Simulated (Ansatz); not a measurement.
**wB97X/def2-SVP (core potential) run of SnF4 (SMILES [F][Sn]([F])([F])[F])**

What is the electronic atomisation energy of SnF4 at wB97X/def2-SVP (core potential)? 

The results are computed with Ansatz 0.2.0.

48 further runs of the same task are left out: 21 that didn't finish, 27 set aside as unsound or not needed. Runs told in other sessions of the task aren't counted.

## Step 1: The molecule

SnF4 has 5 atoms, charge 0, and is taken as a singlet. As SMILES, `[F][Sn]([F])([F])[F]`. The coordinates come from a PBE0-D4/def2-TZVP relaxation.

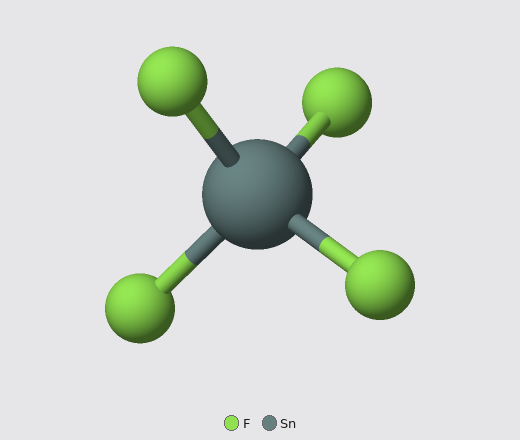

The structure, seen from a chosen angle (fluorine green, tin teal).

## Step 2: A single-point energy at wB97X/def2-SVP (core potential)

File input.yaml:

```yaml
crystal:
  periodic: [false, false, false]
  atoms:
    - symbol: F
      position_ang: [0.130300, -0.871400, 1.656700]
    - symbol: Sn
      position_ang: [0.009900, -0.014700, -0.008300]
    - symbol: F
      position_ang: [-1.285400, 1.340000, 0.078100]
    - symbol: F
      position_ang: [-0.477600, -1.263800, -1.320800]
    - symbol: F
      position_ang: [1.672500, 0.736200, -0.447200]
basis:
  gaussian:
    orbitals: def2-SVP
hamiltonian:
  xc: {name: wB97X}
accuracy: high
output: {orbitals: {seedname: orbitals}}
```

The run is started by

```
$ ansatz run input.yaml --threads 1 --pin off --max-ram 3480MiB --events-out events.jsonl --progress --plain --runs-dir runs
```

What it wrote:

```text
Warning: RAYON_NUM_THREADS=1 ignored (pool sized by the plan → 1); use --threads N
Functional definition: wB97X
  name "wB97X"
  parameter omega = 0.3/bohr
  parameter cx = 0.157706
  parameter cx1 = 0.726479
  parameter cx2 = 1.04760
  parameter cx3 = -5.70635
  parameter cx4 = 13.2794
  parameter css1 = -4.33879
  parameter css2 = 18.2308
  parameter css3 = -31.7430
  parameter css4 = 17.2901
  parameter cos1 = 2.37031
  parameter cos2 = -11.3995
  parameter cos3 = 6.58405
  parameter cos4 = -3.78132
  exchange = spin_sum(e_x_unif_sr(omega)*poly(b97_u_x, 1 - cx, cx1, cx2, cx3, cx4)) + cx*exact_x_sr(omega)
      + exact_x_lr(omega)
  correlation = spin_sum(e_c_pw_same_spin*poly(b97_u_same, 1, css1, css2, css3, css4))
      + integral(e_c_pw_opposite_spin*poly(b97_u_opposite, 1, cos1, cos2, cos3, cos4))
1743 factors; integrals over basis functions are off by at most 3.2e-9 eV
304 factors; integrals over basis functions are off by at most 1.2e-9 eV
mean field evaluation 1: about -16685.0025 eV, gradient 6.0e1 eV
mean field evaluation 2: about -16683.5984 eV, gradient 7.2e1 eV
mean field evaluation 4: about -16691.1213 eV, gradient 4.1e-1 eV
mean field evaluation 8: about -16691.1793 eV, gradient 1.5e-2 eV
mean field evaluation 16: about -16691.1793 eV, gradient 7.6e-6 eV
mean field -16691.17928324 eV, -613.3895249713 hartree, gradient 4.6e-8 eV, S^2 0.000000; 0 other end points of the search recorded, 0 dependent functions left out
reference -16691.17927969 eV, -613.3895248410 hartree; 29, 29 occupied and 53, 53 virtual orbitals, 1743 factors
Total energy: -16691.17927969 eV, -613.3895248410 hartree
```

Run time: 26 s. Hardware: 1 thread of Arm Neoverse V1, shared host; peak memory 0.47 GiB.

## Step 3: The F atom, same level

File in.yaml:

```yaml
crystal:
  periodic: [false, false, false]
  atoms:
    - {symbol: F, position_ang: [0.000000, 0.000000, 0.000000]}
basis:
  gaussian:
    orbitals: def2-SVP
magnetization:
  spin_polarized: true
  initial_magnetization: 1
hamiltonian:
  xc: {name: wB97X}
accuracy: high
```

Run the same way, it converges to -99.61884 Eh (log not shown).

## Step 4: The Sn atom

File in.yaml:

```yaml
basis:
  gaussian:
    orbitals: def2-SVP
crystal:
  periodic: [false, false, false]
  atoms:
    - {symbol: Sn, position_ang: [0.000000, 0.000000, 0.000000]}
total_charge: 0
magnetization:
  spin_polarized: true
  initial_magnetization: 2
hamiltonian:
  xc: {name: wB97X}
accuracy: high
```

Run the same way, it converges to -214.27734 Eh (log not shown).

## Step 5: Summary of results

Level: wB97X/def2-SVP (core potential).

```
                     quantity          value
       molecule: total energy  -613.38952 Eh
        molecule: HOMO energy      -14.62 eV
        molecule: LUMO energy       -1.14 eV
      molecule: HOMO–LUMO gap       13.48 eV
         F atom: total energy   -99.61884 Eh
                 F atom: ⟨S²⟩          0.751
        Sn atom: total energy  -214.27734 Eh
                Sn atom: ⟨S²⟩          2.002
electronic atomisation energy      17.329 eV
```

What this shows: Taking the molecule apart into free atoms costs 17.33 eV (1672 kJ/mol), before zero-point energy and without spin-orbit coupling.
